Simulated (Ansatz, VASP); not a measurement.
## EuCd2Sb2: VASP beside Ansatz

One calculation is typed for both programs; each brings its own data sets and cutoff. How far apart do they land?

Calculated with Ansatz 0.2.0; plane waves, with VASP 6.6.1 beside it; relaxation of cell and atoms at r2SCAN with rVV10, DFT+U.

## (1) Set-up

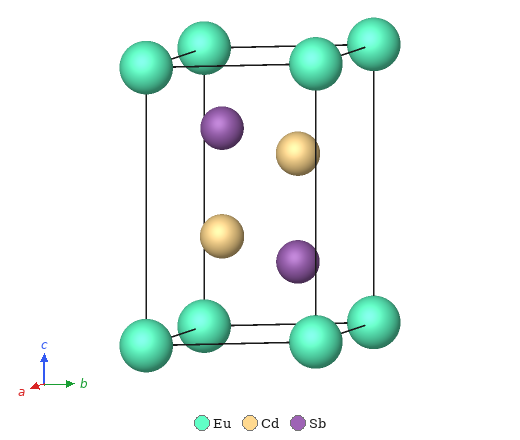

The cell as given, slightly off an axis (europium green, cadmium orange, antimony purple). Some periodic images of atoms are drawn too.

## (2) VASP: relaxation of cell and atoms, r2SCAN with rVV10, DFT+U

The relaxed volume is the usual yardstick between codes: its relative difference is about their pressure difference at one cell divided by the bulk modulus.

Lines of VASP's logs that name or quote its potential files are left out, and so is its time.

INCAR

```
SYSTEM = EuCd2Sb2
PREC = Accurate
ENCUT = 450
EDIFF = 1E-06
NELM = 150
ISMEAR = 1
SIGMA = 0.2
LREAL = .FALSE.
ALGO = Normal
METAGGA = R2SCAN
LUSE_VDW = .TRUE.
IVDW_NL = 2
BPARAM = 11.95
CPARAM = 0.0093
LASPH = .TRUE.
NBANDS = 34
ISPIN = 2
MAGMOM = 7 0 0 0 0
LDAU = .TRUE.
LDAUTYPE = 2
LDAUL = 3 -1 -1
LDAUU = 6 0 0
LDAUJ = 0 0 0
LDAUPRINT = 1
LMAXMIX = 6
AMIX = 0.2
BMIX = 1E-04
AMIX_MAG = 0.8
BMIX_MAG = 1E-04
LORBIT = 11
LWAVE = .FALSE.
LCHARG = .FALSE.
KPAR = 4
IBRION = 2
NSW = 60
ISIF = 3
EDIFFG = -0.01
```

POSCAR

```
EuCd2Sb2
1.0
    4.7439215846      0.0000000000      0.0000000000
   -2.3719607923      4.1083566058      0.0000000000
    0.0000000000      0.0000000000      7.7045181700
Eu Cd Sb
1 2 2
Direct
    0.0000000000      0.0000000000      0.0000000000
    0.6666666700      0.3333333300      0.3653041900
    0.3333333300      0.6666666700      0.6346958100
    0.6666666700      0.3333333300      0.7544120900
    0.3333333300      0.6666666700      0.2455879100
```

KPOINTS

```
Automatic mesh
0
Gamma
6 6 3
0 0 0
```

PAW data sets: Eu, Cd and Sb (PBE family, release 64).

Launch:

```bash
mpirun -np 4 vasp_std
```

Numbers of over 12 decimals in the logs are rounded to 6 here.

Output:

```text
[banner, memory and clock lines left out]
running    4 mpi-ranks, on    1 nodes
 distrk:  each k-point on    1 cores,    4 groups
 distr:  one band on    1 cores,    1 groups

 POSCAR found type information on POSCAR EuCdSb
 POSCAR found :  3 types and       5 ions
|                                                                             |
|               ----> ADVICE to this user running VASP <----                  |
|                                                                             |
|     You have switched on vdW-DFT.                                           |
|     This routine was written and supplied by Jiri Klimes. We recommend      |
|     that you carefully read and cite the following publications:            |
|       J. Klimes, D.R. Bowler, A. Michelides                                 |
|          J. Phys.: Cond Matt. 22 022201 (2010)                              |
|       J. Klimes, D.R. Bowler, A. Michelides                                 |
|          Phys. Rev. B. 83, 195131 (2011)                                    |
|     and references therein.                                                 |
|                                                                             |

|                                                                             |
|               ----> ADVICE to this user running VASP <----                  |
|                                                                             |
|     You enforced a specific xc type in the INCAR file but a different       |
|     [... a line on the potential file left out ...]
|     I HOPE YOU KNOW WHAT YOU ARE DOING!                                     |
|                                                                             |

 LDA part: xc-table for (None), standard interpolation
 POSCAR, INCAR and KPOINTS ok, starting setup
 FFT: planning ... GRIDC
 FFT: planning ... GRID_SOFT
 FFT: planning ... GRID
 WAVECAR not read
 entering main loop
       N       E                     dE             d eps       ncg     rms          rms(c)
Total rVV10 correction in eV:      1.6120776    65.9557333
Total rVV10 correction in eV:      1.6120776    65.9557333
Total rVV10 correction in eV:      1.6120776    65.9557333
Total rVV10 correction in eV:      1.6120776    65.9557333
DAV:   1     0.266679471085E+03    0.26668E+03   -0.19899E+04  3226   0.416E+03
DAV:   2    -0.805614996534E+02   -0.34724E+03   -0.31057E+03  3312   0.524E+02
DAV:   3    -0.132991234331E+03   -0.52430E+02   -0.51540E+02  3398   0.175E+02
DAV:   4    -0.137986012355E+03   -0.49948E+01   -0.49537E+01  4270   0.447E+01
DAV:   5    -0.138462157972E+03   -0.47615E+00   -0.47479E+00  4374   0.127E+01    0.727E+01
Total rVV10 correction in eV:      1.6129361    65.9557329
Total rVV10 correction in eV:      1.6129361    65.9557329
Total rVV10 correction in eV:      1.6129361    65.9557329
Total rVV10 correction in eV:      1.6129361    65.9557329
DAV:   6    -0.131914537727E+03    0.65476E+01   -0.15062E+01  3588   0.608E+01    0.386E+01
Total rVV10 correction in eV:      1.6201452    65.9557329
Total rVV10 correction in eV:      1.6201452    65.9557329
Total rVV10 correction in eV:      1.6201452    65.9557329
Total rVV10 correction in eV:      1.6201452    65.9557329
DAV:   7    -0.132211562084E+03   -0.29702E+00   -0.28960E+00  3976   0.223E+01    0.230E+01
Total rVV10 correction in eV:      1.6286782    65.9557329
Total rVV10 correction in eV:      1.6286782    65.9557329
Total rVV10 correction in eV:      1.6286782    65.9557329
Total rVV10 correction in eV:      1.6286782    65.9557329
DAV:   8    -0.132208990069E+03    0.25720E-02   -0.52582E-01  4352   0.115E+01    0.132E+01
Total rVV10 correction in eV:      1.6378470    65.9557329
Total rVV10 correction in eV:      1.6378470    65.9557329
Total rVV10 correction in eV:      1.6378470    65.9557329
Total rVV10 correction in eV:      1.6378470    65.9557329
DAV:   9    -0.132172632300E+03    0.36358E-01   -0.29287E-01  3880   0.116E+01    0.836E+00
Total rVV10 correction in eV:      1.6513352    65.9557329
Total rVV10 correction in eV:      1.6513352    65.9557329
Total rVV10 correction in eV:      1.6513352    65.9557329
Total rVV10 correction in eV:      1.6513352    65.9557329
DAV:  10    -0.132201402127E+03   -0.28770E-01   -0.30273E-01  3768   0.104E+01    0.715E+00
Total rVV10 correction in eV:      1.6511568    65.9557329
Total rVV10 correction in eV:      1.6511568    65.9557329
Total rVV10 correction in eV:      1.6511568    65.9557329
Total rVV10 correction in eV:      1.6511568    65.9557329
DAV:  11    -0.132193343687E+03    0.80584E-02   -0.74720E-02  3878   0.512E+00    0.189E+00
Total rVV10 correction in eV:      1.6507575    65.9557329
[...]
DAV:   3    -0.132196420216E+03    0.79127E-04   -0.36533E-04  3572   0.298E-01    0.161E-01
Total rVV10 correction in eV:      1.6435807    65.9557327
Total rVV10 correction in eV:      1.6435807    65.9557327
Total rVV10 correction in eV:      1.6435807    65.9557327
Total rVV10 correction in eV:      1.6435807    65.9557327
DAV:   4    -0.132196384338E+03    0.35877E-04   -0.10806E-04  3806   0.265E-01    0.945E-02
Total rVV10 correction in eV:      1.6435937    65.9557327
Total rVV10 correction in eV:      1.6435937    65.9557327
Total rVV10 correction in eV:      1.6435937    65.9557327
Total rVV10 correction in eV:      1.6435937    65.9557327
DAV:   5    -0.132196380156E+03    0.41829E-05   -0.26604E-05  3784   0.403E-02    0.743E-02
Total rVV10 correction in eV:      1.6435964    65.9557327
Total rVV10 correction in eV:      1.6435964    65.9557327
Total rVV10 correction in eV:      1.6435964    65.9557327
Total rVV10 correction in eV:      1.6435964    65.9557327
DAV:   6    -0.132196376659E+03    0.34964E-05   -0.26708E-06  2084   0.302E-02    0.549E-02
Total rVV10 correction in eV:      1.6436082    65.9557327
Total rVV10 correction in eV:      1.6436082    65.9557327
Total rVV10 correction in eV:      1.6436082    65.9557327
Total rVV10 correction in eV:      1.6436082    65.9557327
DAV:   7    -0.132196369583E+03    0.70763E-05   -0.61834E-06  3606   0.475E-02    0.280E-02
Total rVV10 correction in eV:      1.6436165    65.9557327
Total rVV10 correction in eV:      1.6436165    65.9557327
Total rVV10 correction in eV:      1.6436165    65.9557327
Total rVV10 correction in eV:      1.6436165    65.9557327
DAV:   8    -0.132196366654E+03    0.29291E-05   -0.64583E-06  3072   0.471E-02    0.272E-02
Total rVV10 correction in eV:      1.6436121    65.9557327
Total rVV10 correction in eV:      1.6436121    65.9557327
Total rVV10 correction in eV:      1.6436121    65.9557327
Total rVV10 correction in eV:      1.6436121    65.9557327
DAV:   9    -0.132196366343E+03    0.31075E-06   -0.84094E-07  1384   0.191E-02
Total rVV10 correction in eV:      1.6436238    65.9557327
Total rVV10 correction in eV:      1.6436238    65.9557327
Total rVV10 correction in eV:      1.6436238    65.9557327
Total rVV10 correction in eV:      1.6436238    65.9557327
Total rVV10 correction in eV:      1.6436124    65.9557327
Total rVV10 correction in eV:      1.6436124    65.9557327
Total rVV10 correction in eV:      1.6436124    65.9557327
Total rVV10 correction in eV:      1.6436124    65.9557327
  18 F= -.13219637E+03 E0= -.13219649E+03  d E =-.740612E-04  mag=     6.9967
[...]
19 F= -.13219638E+03 E0= -.13219651E+03  d E =-.857515E-04  mag=     6.9967
[...]
20 F= -.13219638E+03 E0= -.13219651E+03  d E =-.883299E-04  mag=     6.9967
 curvature:  -0.09 expect dE=-0.474E-05 dE for cont linesearch -0.874E-06
 ZBRENT: accuracy reached
 trial: gam= 0.00000 g(F)=  0.181E-04 g(S)=  0.322E-04 ort =-0.387E-04 (trialstep = 0.926E+00)
 search vector abs. value=  0.503E-04
 bond charge predicted
       N       E                     dE             d eps       ncg     rms          rms(c)
Total rVV10 correction in eV:      1.6436686    65.9557327
Total rVV10 correction in eV:      1.6436686    65.9557327
Total rVV10 correction in eV:      1.6436686    65.9557327
Total rVV10 correction in eV:      1.6436686    65.9557327
DAV:   1    -0.132196601452E+03   -0.22061E-03   -0.58093E-03  3496   0.197E+00    0.424E-01
Total rVV10 correction in eV:      1.6438351    65.9557328
Total rVV10 correction in eV:      1.6438351    65.9557328
Total rVV10 correction in eV:      1.6438351    65.9557328
Total rVV10 correction in eV:      1.6438351    65.9557328
DAV:   2    -0.132196475310E+03    0.12614E-03   -0.58226E-04  3768   0.468E-01    0.146E-01
Total rVV10 correction in eV:      1.6439282    65.9557328
Total rVV10 correction in eV:      1.6439282    65.9557328
Total rVV10 correction in eV:      1.6439282    65.9557328
Total rVV10 correction in eV:      1.6439282    65.9557328
DAV:   3    -0.132196422018E+03    0.53292E-04   -0.87086E-05  3804   0.243E-01    0.105E-01
Total rVV10 correction in eV:      1.6439898    65.9557328
Total rVV10 correction in eV:      1.6439898    65.9557328
Total rVV10 correction in eV:      1.6439898    65.9557328
Total rVV10 correction in eV:      1.6439898    65.9557328
DAV:   4    -0.132196401977E+03    0.20042E-04   -0.44853E-05  4138   0.144E-01    0.664E-02
Total rVV10 correction in eV:      1.6440006    65.9557328
Total rVV10 correction in eV:      1.6440006    65.9557328
Total rVV10 correction in eV:      1.6440006    65.9557328
Total rVV10 correction in eV:      1.6440006    65.9557328
DAV:   5    -0.132196399070E+03    0.29069E-05   -0.61836E-06  2642   0.240E-02    0.539E-02
Total rVV10 correction in eV:      1.6440166    65.9557328
Total rVV10 correction in eV:      1.6440166    65.9557328
Total rVV10 correction in eV:      1.6440166    65.9557328
Total rVV10 correction in eV:      1.6440166    65.9557328
DAV:   6    -0.132196393349E+03    0.57207E-05   -0.17196E-06  2102   0.373E-02    0.307E-02
Total rVV10 correction in eV:      1.6440513    65.9557328
Total rVV10 correction in eV:      1.6440513    65.9557328
Total rVV10 correction in eV:      1.6440513    65.9557328
Total rVV10 correction in eV:      1.6440513    65.9557328
DAV:   7    -0.132196386889E+03    0.64604E-05   -0.14499E-05  4102   0.773E-02    0.364E-02
Total rVV10 correction in eV:      1.6440501    65.9557328
Total rVV10 correction in eV:      1.6440501    65.9557328
Total rVV10 correction in eV:      1.6440501    65.9557328
Total rVV10 correction in eV:      1.6440501    65.9557328
DAV:   8    -0.132196386384E+03    0.50439E-06   -0.28974E-06  1976   0.240E-02
Total rVV10 correction in eV:      1.6440502    65.9557328
Total rVV10 correction in eV:      1.6440502    65.9557328
Total rVV10 correction in eV:      1.6440502    65.9557328
Total rVV10 correction in eV:      1.6440502    65.9557328
Total rVV10 correction in eV:      1.6440480    65.9557328
Total rVV10 correction in eV:      1.6440480    65.9557328
Total rVV10 correction in eV:      1.6440480    65.9557328
Total rVV10 correction in eV:      1.6440480    65.9557328
  21 F= -.13219639E+03 E0= -.13219653E+03  d E =-.577261E-05  mag=     6.9968
 trial-energy change:   -0.000006  1 .order   -0.000021   -0.000047    0.000004
 step:   0.8591(harm=  0.8591)  dis= 0.00057  next Energy=  -132.196402 (dE=-0.216E-04)
 reached required accuracy - stopping structural energy minimisation
```

(Part 1 of 3 ends here.)

[Lines on the potential files, build, host, timing and source positions are cut from VASP's logs without a mark.]

[Logs are printed without paths, hosts, clocks, repeated set-up lines and the standing remarks that a program may print on its own settings, such as how far it seeks lower states.]

[Hosts, paths, dates, database ids (printed as entryN), source tags and the programs' standing remarks are cut or masked in the printed files.]
